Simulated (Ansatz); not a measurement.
## Run report: CH4AlF, nudged elastic band

The run: nudged elastic band of CH4AlF. Method and program: RKS r2SCAN-D4/def2-SVP (Ansatz 0.2.0).

It belongs to a series of runs on one base structure; here: band between the two ends. Figures and captions count atoms from 1; the log counts them from 0 in places.

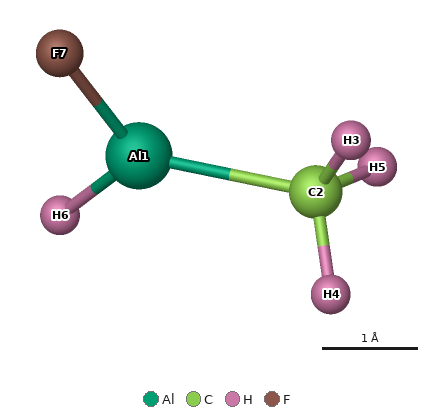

The input geometry (ball-and-stick view, seen at a tilt; atoms are numbered from 1 in the order of the input). Sticks mark near contacts.

Input
```yaml
crystal:
  periodic: [false, false, false]
  atoms:
    - { symbol: Al, position_ang: [0.60744, 0.042345, -0.000323] }
    - { symbol: C, position_ang: [1.080793, -0.03575, 1.879277] }
    - { symbol: H, position_ang: [0.211076, -0.19647, 2.53596] }
    - { symbol: H, position_ang: [1.805326, -0.845733, 2.074937] }
    - { symbol: H, position_ang: [1.576368, 0.897769, 2.199601] }
    - { symbol: H, position_ang: [1.622987, 0.250574, -1.195999] }
    - { symbol: F, position_ang: [-0.996693, -0.112734, -0.442453] }
basis:
  gaussian: { orbitals: def2-SVP }
hamiltonian:
  xc: r2scan
  dispersion: d4
neb:
  order_check: false
  images: 5
  f_tol: 0.05
  max_iterations: 60
  final_atoms:
    - { symbol: Al, position_ang: [-0.79642233, 0.94075625, -1.02380554] }
    - { symbol: C, position_ang: [1.62574466, -0.1323934, 1.62378626] }
    - { symbol: H, position_ang: [0.6080838, -0.44820013, 1.35551668] }
    - { symbol: H, position_ang: [1.99399148, -0.75417984, 2.45165043] }
    - { symbol: H, position_ang: [1.61878075, 0.92043404, 1.93825952] }
    - { symbol: H, position_ang: [2.2949137, -0.25007267, 0.75952253] }
    - { symbol: F, position_ang: [-1.43779506, -0.27634324, -0.05392987] }
  initial_path:
    images:
      - { positions_ang: [[0.60744, 0.042345, -0.000323], [1.080793, -0.03575, 1.879277], [0.211076, -0.19647, 2.53596], [1.805326, -0.845733, 2.074937], [1.576368, 0.897769, 2.199601], [1.622987, 0.250574, -1.195999], [-0.996693, -0.112734, -0.442453]] }
      - { positions_ang: [[0.40783924, 0.0356202, -0.00252604], [1.18691261, -0.02864549, 1.80572113], [0.27179499, -0.23690765, 2.36285208], [1.92222771, -0.80997653, 2.0586636], [1.59719365, 0.93131207, 2.14788091], [1.66830631, 0.16747999, -0.73860181], [-1.1469775, -0.05888159, -0.58298987]] }
      - { positions_ang: [[0.20823848, 0.0288954, -0.00472909], [1.29303221, -0.02154099, 1.73216526], [0.33251398, -0.2773453, 2.18974417], [2.03912942, -0.77422005, 2.0423902], [1.61801929, 0.96485514, 2.09616083], [1.71362561, 0.08438598, -0.28120462], [-1.297262, -0.00502918, -0.72352674]] }
      - { positions_ang: [[0.00863772, 0.02217061, -0.00693213], [1.39915182, -0.01443648, 1.65860939], [0.39323297, -0.31778295, 2.01663625], [2.15603113, -0.73846358, 2.02611679], [1.63884494, 0.99839821, 2.04444074], [1.75894492, 0.00129197, 0.17619257], [-1.4475465, 0.04882322, -0.86406362]] }
      - { positions_ang: [[-0.25971563, 0.32836582, -0.34588993], [1.47468277, -0.05375546, 1.64700168], [0.46484991, -0.36125534, 1.79626306], [2.10201791, -0.74370233, 2.16796134], [1.63215688, 0.97241015, 2.009047], [1.93760118, -0.08249624, 0.37063589], [-1.44429602, -0.0595656, -0.59401904]] }
      - { positions_ang: [[-0.52806898, 0.63456104, -0.68484774], [1.55021371, -0.09307443, 1.63539397], [0.53646686, -0.40472774, 1.57588987], [2.04800469, -0.74894109, 2.30980589], [1.62546881, 0.94642209, 1.97365326], [2.11625744, -0.16628446, 0.56507921], [-1.44104554, -0.16795442, -0.32397445]] }
      - { positions_ang: [[-0.79642233, 0.94075625, -1.02380554], [1.62574466, -0.1323934, 1.62378626], [0.6080838, -0.44820013, 1.35551668], [1.99399148, -0.75417984, 2.45165043], [1.61878075, 0.92043404, 1.93825952], [2.2949137, -0.25007267, 0.75952253], [-1.43779506, -0.27634324, -0.05392987]] }
```

Machine: 1 thread of Intel Xeon (Granite Rapids), 32 GiB of memory available, shared host.

Command:
```bash
ansatz run input.yaml --threads 1 --pin off --max-ram 2048MiB --backend cpu --events-out ev --progress --plain --runs-dir out
```

Output
```
Engine: ansatz 0.2.0, x86_64-unknown-linux-gnu
Functional definition: r2SCAN
  parameter k0 = 0.174
  parameter k1 = 0.065
  parameter a1 = 4.9479
  exchange = r2scan_x(k0 = k0, k1 = k1, a1 = a1)
  correlation = r2scan_c
731 factors; their error is unknown
mean field evaluation 1: about -10402.6893 eV, gradient 5.9e1 eV
mean field evaluation 2: about -10392.2863 eV, gradient 9.0e1 eV
mean field evaluation 4: about -10410.3095 eV, gradient 5.1e0 eV
mean field evaluation 8: about -10410.3382 eV, gradient 2.9e-2 eV
mean field -10410.33819044 eV, -382.5728721181 hartree, gradient 4.3e-5 eV, S^2 0.000000; 0 other end points of the search recorded, 0 dependent functions left out
the calculation of the forces begins
reference -10410.33820154 eV, -382.5728725259 hartree; 16, 16 occupied and 50, 50 virtual orbitals, 731 factors
731 factors; their error is unknown
mean field evaluation 16: about -10377.8924 eV, gradient 1.3e2 eV
mean field -10409.71842335 eV, -382.5500960976 hartree, gradient 5.9e-5 eV, S^2 0.000000; 0 other end points of the search recorded, 0 dependent functions left out
[... from here on the field's lines of each further geometry are left out, up to the last ...]
NEB iter   1: max|band force component| = 3.481e1 eV/Å  barrier→ = 7.4703 eV  barrier← = 6.8532 eV  Δτ_max = 0.2000 Å  (179 SCF iters)
NEB iter   2: max|band force component| = 1.359e1 eV/Å  barrier→ = 3.5312 eV  barrier← = 2.9140 eV  Δτ_max = 0.1942 Å  (166 SCF iters)
NEB iter   3: max|band force component| = 6.698e0 eV/Å  barrier→ = 2.9837 eV  barrier← = 2.3666 eV  Δτ_max = 0.1946 Å  (153 SCF iters)
NEB iter   4: max|band force component| = 3.458e0 eV/Å  barrier→ = 2.6135 eV  barrier← = 1.9964 eV  Δτ_max = 0.2000 Å  (154 SCF iters)
NEB iter   5: max|band force component| = 2.183e0 eV/Å  barrier→ = 2.5456 eV  barrier← = 1.9285 eV  Δτ_max = 0.1914 Å  (154 SCF iters)
NEB iter   6: max|band force component| = 1.223e0 eV/Å  barrier→ = 2.4086 eV  barrier← = 1.7914 eV  Δτ_max = 0.1816 Å  (145 SCF iters)
NEB iter   7: max|band force component| = 4.041e0 eV/Å  barrier→ = 2.3692 eV  barrier← = 1.7520 eV  Δτ_max = 0.0998 Å  (146 SCF iters)
NEB iter   8: max|band force component| = 7.650e-1 eV/Å  barrier→ = 2.3972 eV  barrier← = 1.7801 eV  Δτ_max = 0.1952 Å  (141 SCF iters)
NEB iter   9: max|band force component| = 3.082e0 eV/Å  barrier→ = 2.5896 eV  barrier← = 1.9725 eV  CI = image 2  Δτ_max = 0.1932 Å  (149 SCF iters)
NEB iter  10: max|band force component| = 2.943e0 eV/Å  barrier→ = 3.2011 eV  barrier← = 2.5840 eV  CI = image 2  Δτ_max = 0.1991 Å  (152 SCF iters)
NEB iter  11: max|band force component| = 8.120e-1 eV/Å  barrier→ = 3.6028 eV  barrier← = 2.9857 eV  CI = image 2  Δτ_max = 0.1391 Å  (146 SCF iters)
NEB iter  12: max|band force component| = 3.770e-1 eV/Å  barrier→ = 3.5370 eV  barrier← = 2.9199 eV  CI = image 2  Δτ_max = 0.1756 Å  (139 SCF iters)
NEB iter  13: max|band force component| = 1.998e-1 eV/Å  barrier→ = 3.5086 eV  barrier← = 2.8915 eV  CI = image 2  Δτ_max = 0.0881 Å  (140 SCF iters)
NEB iter  14: max|band force component| = 1.837e-1 eV/Å  barrier→ = 3.4977 eV  barrier← = 2.8806 eV  CI = image 2  Δτ_max = 0.1968 Å  (140 SCF iters)
NEB iter  15: max|band force component| = 5.095e-1 eV/Å  barrier→ = 3.4941 eV  barrier← = 2.8770 eV  CI = image 2  Δτ_max = 0.0845 Å  (138 SCF iters)
NEB iter  16: max|band force component| = 1.177e-1 eV/Å  barrier→ = 3.4910 eV  barrier← = 2.8738 eV  CI = image 2  Δτ_max = 0.0360 Å  (136 SCF iters)
NEB iter  17: max|band force component| = 8.635e-2 eV/Å  barrier→ = 3.4911 eV  barrier← = 2.8739 eV  CI = image 2  Δτ_max = 0.0316 Å  (140 SCF iters)
the calculation of the forces begins
reference -10409.70602567 eV, -382.5496404914 hartree; 16, 16 occupied and 50, 50 virtual orbitals, 731 factors
731 factors; their error is unknown
mean field evaluation 800: about -10367.6707 eV, gradient 1.1e2 eV
mean field -10406.84675096 eV, -382.4445640835 hartree, gradient 9.3e-6 eV, S^2 0.000000; 1 other end points of the search recorded, 0 dependent functions left out
the calculation of the forces begins
reference -10406.84676208 eV, -382.4445644923 hartree; 16, 16 occupied and 50, 50 virtual orbitals, 731 factors
NEB iter  18: max|band force component| = 3.949e-2 eV/Å  barrier→ = 3.4908 eV  barrier← = 2.8736 eV  CI = image 2  Δτ_max = 0.0000 Å  (275 SCF iters)
```

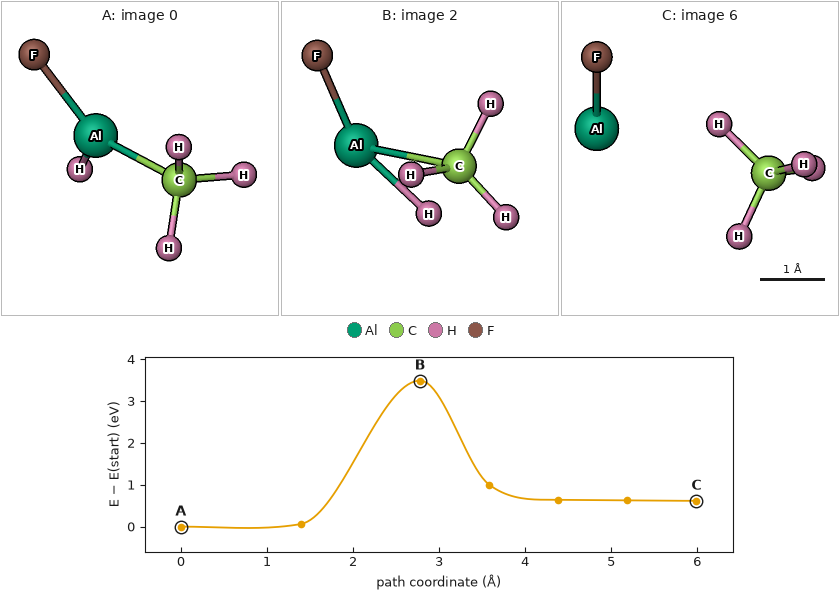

Images of the last band (counted from 0; ball-and-stick, seen at a tilt) above the energy along the path; the line is a cubic interpolation that uses the forces. The highest image is number 2, 3.491 eV above the start and 2.874 eV above the end (the climbing image); the end lies 0.617 eV above the start. The path is 5.99 Å long. The band converged in 18 iterations.

```
Total energy: -10406.86712064 eV, -382.4453126556 hartree
Atom 0 at     0.341170    -0.186570    -0.366034 Å, force    -0.034927    -0.002391     0.002248 eV/Å
Atom 1 at     1.222277     0.019575     1.591319 Å, force     0.009536     0.023248    -0.000746 eV/Å
Atom 2 at     0.429623    -0.653187     1.989247 Å, force    -0.007350    -0.007440    -0.001978 eV/Å
Atom 3 at     2.182649    -0.309805     2.013056 Å, force    -0.003421    -0.009091    -0.010918 eV/Å
Atom 4 at     1.027679     1.070571     1.873660 Å, force    -0.007500     0.000460     0.004276 eV/Å
Atom 5 at     1.837005    -0.485972     0.019778 Å, force     0.039423    -0.007665     0.007198 eV/Å
Atom 6 at    -1.133105     0.545388    -0.070026 Å, force     0.004239     0.002880    -0.000079 eV/Å
Dipole moment:     0.212862    -0.066183     0.157905 e Å
this run last wrote the band of iteration 18 to [file]
```

The last band as extended XYZ (Å, eV, eV/Å)
```
7
Properties=species:S:1:pos:R:3:forces:R:3 image=0 energy=-10410.35788
Al    0.6074    0.0423   -0.0003   -0.0050   0.0030   0.0010
C     1.0808   -0.0357    1.8793    0.0030   0.0005  -0.0054
H     0.2111   -0.1965    2.5360    0.0008   0.0009   0.0000
H     1.8053   -0.8457    2.0749    0.0003  -0.0018   0.0005
H     1.5764    0.8978    2.1996   -0.0006   0.0009   0.0049
H     1.6230    0.2506   -1.1960    0.0047  -0.0015  -0.0005
F    -0.9967   -0.1127   -0.4425   -0.0033  -0.0020  -0.0004
7
Properties=species:S:1:pos:R:3:forces:R:3 image=1 energy=-10410.29727
Al    0.5824   -0.0135   -0.0052    0.1006   0.0487   0.1548
C     1.0967    0.0076    1.8435   -0.0583  -0.0108   0.1136
H     0.4400   -0.6796    2.4011   -0.0057   0.0297   0.2054
H     2.1393   -0.3157    1.9939   -0.0245   0.0189   0.0058
H     0.9738    1.0121    2.2776   -0.0196   0.0084   0.1587
H     1.6460   -0.4713   -1.0589   -0.0904  -0.0354  -0.4778
F    -0.9708    0.4604   -0.4009    0.0979  -0.0595  -0.1605
7
Properties=species:S:1:pos:R:3:forces:R:3 image=2 energy=-10406.86711
Al    0.3412   -0.1866   -0.3660   -0.0349  -0.0024   0.0022
C     1.2223    0.0196    1.5913    0.0095   0.0232  -0.0007
H     0.4296   -0.6532    1.9892   -0.0073  -0.0074  -0.0020
H     2.1826   -0.3098    2.0131   -0.0034  -0.0091  -0.0109
H     1.0277    1.0706    1.8737   -0.0075   0.0005   0.0043
H     1.8370   -0.4860    0.0198    0.0394  -0.0077   0.0072
F    -1.1331    0.5454   -0.0700    0.0042   0.0029  -0.0001
7
Properties=species:S:1:pos:R:3:forces:R:3 image=3 energy=-10409.35725
Al    0.0979   -0.3679   -0.7804   -0.5249  -0.1913  -0.9660
C     1.3584   -0.0324    1.5721    0.3200  -0.1900  -0.0514
H     0.4631   -0.5580    1.9478    0.1784  -0.0612  -0.2233
H     2.2201   -0.2977    2.1902    0.1376   0.0138   0.3242
H     1.1634    1.0519    1.6313    0.1476  -0.1789  -0.3095
H     1.6700   -0.3972    0.5362   -0.3109   0.5420   1.0411
F    -1.0657    0.6012   -0.0462    0.0523   0.0656   0.1850
7
Properties=species:S:1:pos:R:3:forces:R:3 image=4 energy=-10409.71720
Al   -0.3274    0.0138   -1.3226   -0.0341   0.0105  -0.0171
C     1.4840   -0.1029    1.6695    0.0008  -0.0048   0.0282
H     0.6555   -0.7977    1.8579    0.0053  -0.0059   0.0015
H     2.3010   -0.2945    2.3776    0.0019   0.0019   0.0121
H     1.1183    0.9251    1.7856    0.0039   0.0049  -0.0075
H     1.8635   -0.2470    0.6470    0.0162  -0.0020  -0.0031
F    -1.1876    0.5031    0.0360    0.0060  -0.0046  -0.0140
7
Properties=species:S:1:pos:R:3:forces:R:3 image=5 energy=-10409.72888
Al   -0.5246    0.6423   -1.2536   -0.0048   0.0060   0.0014
C     1.5584   -0.1399    1.6474    0.0020   0.0009  -0.0087
H     0.6095   -0.6869    1.5829   -0.0042   0.0072   0.0026
H     2.2238   -0.6199    2.3773   -0.0048  -0.0048   0.0040
H     1.3581    0.8935    1.9619    0.0065   0.0028   0.0006
H     2.0528   -0.1333    0.6650    0.0074  -0.0015   0.0034
F    -1.3706    0.0442    0.0701   -0.0021  -0.0106  -0.0033
7
Properties=species:S:1:pos:R:3:forces:R:3 image=6 energy=-10409.74074
Al   -0.7964    0.9408   -1.0238   -0.0061  -0.0088   0.0068
C     1.6257   -0.1324    1.6238    0.0031  -0.0155   0.0008
H     0.6081   -0.4482    1.3555    0.0176   0.0034   0.0032
H     1.9940   -0.7542    2.4516   -0.0090   0.0131  -0.0165
H     1.6188    0.9204    1.9383   -0.0009   0.0003   0.0026
H     2.2949   -0.2501    0.7595   -0.0111  -0.0018   0.0101
F    -1.4378   -0.2763   -0.0539    0.0063   0.0093  -0.0071
```

Results in brief

```tsv
quantity	value
outcome	converged
barrier, forward	3.491 eV
barrier, backward	2.874 eV
wall time	1.8 min
peak memory	0.14 GiB
```

Remarks

The order of the saddle point was not checked.
